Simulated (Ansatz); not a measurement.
# Two runs on SiHClF

System: SiHClF, multiplicity 2.
Method of the first run: UKS PBE-D4/def2-TZVPP (Ansatz 0.2.0).

The geometry comes from this level: PBE0-D4/def2-TZVP. Text and figures count atoms from 1; the logs count them from 0 in places.

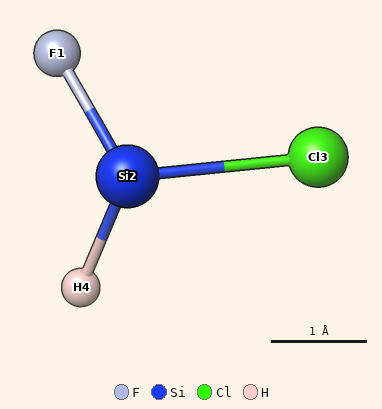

Fig. 1: The structure as given in the input (ball-and-stick view, seen on its broad side; atoms are numbered from 1 in the order of the input). Bond lengths as drawn: Cl–Si 2.04 Å, F–Si 1.60 Å and H–Si 1.49 Å.

**Input file, the first run**
```yaml
crystal:
  periodic: [false, false, false]
  atoms:
    - {symbol: F, position_ang: [-1.027828, -0.370258, 1.082681]}
    - {symbol: Si, position_ang: [-0.251690, -0.252407, -0.306222]}
    - {symbol: Cl, position_ang: [1.745999, -0.508212, 0.042431]}
    - {symbol: H, position_ang: [-0.466482, 1.130877, -0.818890]}
basis:
  gaussian: {orbitals: def2-TZVPP}
magnetization: {spin_polarized: true, initial_magnetization: 1}
hamiltonian: {xc: pbe, dispersion: d4}
```

Launched with:
```bash
ansatz run in.yaml --threads 2 --pin off --events-out ev --progress --plain --max-ram 4352MiB
```

Hardware: 2 threads of Arm Neoverse V2, 95 GiB of memory available, shared host.

**Output (the first run)**
```
Functional definition: PBE
  parameter kappa = 0.804
  parameter beta = 0.06672455060314922
  exchange = pbe_x(kappa = kappa, mu = beta*pi^2/3)
  correlation = pbe_c(beta = beta)
797 factors; their error is unknown
mean field evaluation 1: about -23123.1256 eV, gradient 2.6e1 eV
mean field evaluation 2: about -23114.7637 eV, gradient 5.9e1 eV
mean field evaluation 4: about -23125.1618 eV, gradient 1.8e0 eV
mean field evaluation 8: about -23125.1736 eV, gradient 8.2e-2 eV
mean field evaluation 16: about -23125.1488 eV, gradient 2.9e-5 eV
mean field -23125.14877070 eV, -849.8335425346 hartree, gradient 2.9e-5 eV, S^2 0.751819; 0 other end points of the search recorded, 0 dependent functions left out
reference -23125.14880399 eV, -849.8335437577 hartree; 21, 20 occupied and 108, 109 virtual orbitals, 797 factors
Total energy: -23125.22594645 eV, -849.8363786909 hartree
```

For the second run the input was changed thus:
```diff
-    - {symbol: F, position_ang: [-1.027828, -0.370258, 1.082681]}
-    - {symbol: Si, position_ang: [-0.251690, -0.252407, -0.306222]}
-    - {symbol: Cl, position_ang: [1.745999, -0.508212, 0.042431]}
-    - {symbol: H, position_ang: [-0.466482, 1.130877, -0.818890]}
+    - {symbol: F, position_ang: [-1.441330, -0.369855, 1.251861]}
+    - {symbol: Si, position_ang: [-0.251895, -0.178072, -0.781148]}
+    - {symbol: Cl, position_ang: [1.388645, -0.520966, 0.535041]}
+    - {symbol: H, position_ang: [-0.642124, -0.510713, 1.716452]}
```

What does this change do to the results?

With the same method and basis, the second run lies 49.8 kcal/mol higher.

**Output (the second run)**
```
Functional definition: PBE
  parameter kappa = 0.804
  parameter beta = 0.06672455060314922
  exchange = pbe_x(kappa = kappa, mu = beta*pi^2/3)
  correlation = pbe_c(beta = beta)
797 factors; their error is unknown
mean field evaluation 1: about -23121.4367 eV, gradient 2.3e1 eV
mean field evaluation 2: about -23116.8456 eV, gradient 4.6e1 eV
mean field evaluation 4: about -23123.0011 eV, gradient 1.6e0 eV
mean field evaluation 8: about -23122.9885 eV, gradient 1.1e-1 eV
mean field evaluation 16: about -23122.9885 eV, gradient 1.3e-4 eV
mean field -23122.98854612 eV, -849.7541557454 hartree, gradient 3.3e-5 eV, S^2 0.755675; 3 other end points of the search recorded, 0 dependent functions left out
reference -23122.98857725 eV, -849.7541568894 hartree; 21, 20 occupied and 108, 109 virtual orbitals, 797 factors
Total energy: -23123.06809732 eV, -849.7570791979 hartree
```

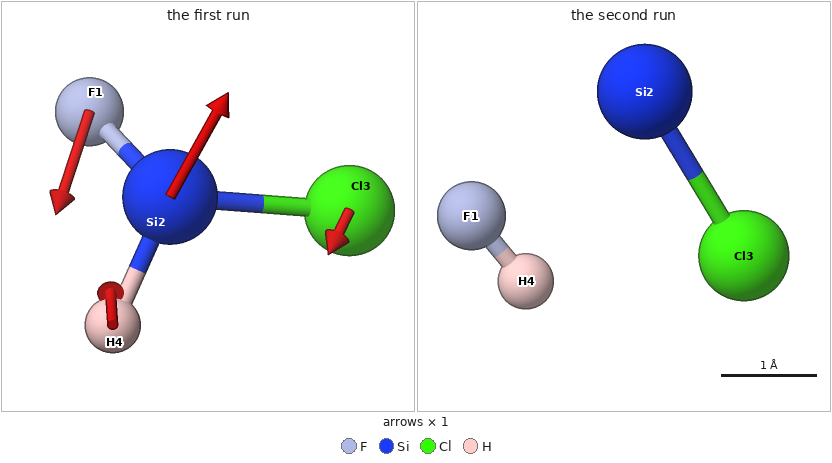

Fig. 2: The two input geometries at one scale (ball-and-stick view, seen at a tilt). The red arrows on the first give the shifts of the atoms after the best rigid fit, at true length. Si2 moves most after the best rigid fit: 1.29 Å. Largest moves by element: Si 1.29 Å, F 1.24 Å, H 0.92 Å, Cl 0.58 Å. Among the contacts that change: F1–H4 2.487 → 0.935 Å, Si2–H4 1.491 → 2.550 Å, F1–Si2 1.595 → 2.363 Å, Si2–Cl3 2.044 → 2.131 Å.

**The two runs side by side**

| quantity | the first run | the second run |
| --- | --- | --- |
| outcome | converged | converged |
| total energy (hartree) | −849.836379 | −849.757079 |
| ⟨S²⟩ | 0.752 | 0.756 |
| basis functions | 129 | 129 |
| wall time (shared host) | 1.4 s | 2.4 s |
